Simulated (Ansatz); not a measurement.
Calculation: PBE (plane waves to 420 eV, PAW; Ansatz, an electronic-structure program).

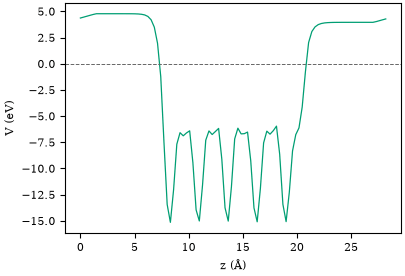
Fig. 1. Plane-averaged electrostatic potential energy along the normal, in eV from the Fermi level, for the (100) surface of fluorite-type CoSi2 in its 1x1 cell (cut with top plane Co, bottom plane 2 Si), outermost plane spacing 1.34 Å in the ideal cut

Slab: 15 atoms, Co5Si10, 12.1 Å thick at the start; k 10x10x1, smearing 0.1 eV, dipole-corrected; all atoms relaxed; symmetry of the start imposed; no spin (magnetic order not tried), no spin-orbit, no U.

The vacuum level lies 3.95 eV above the Fermi level over the top face and 4.77 eV above it under the bottom face.
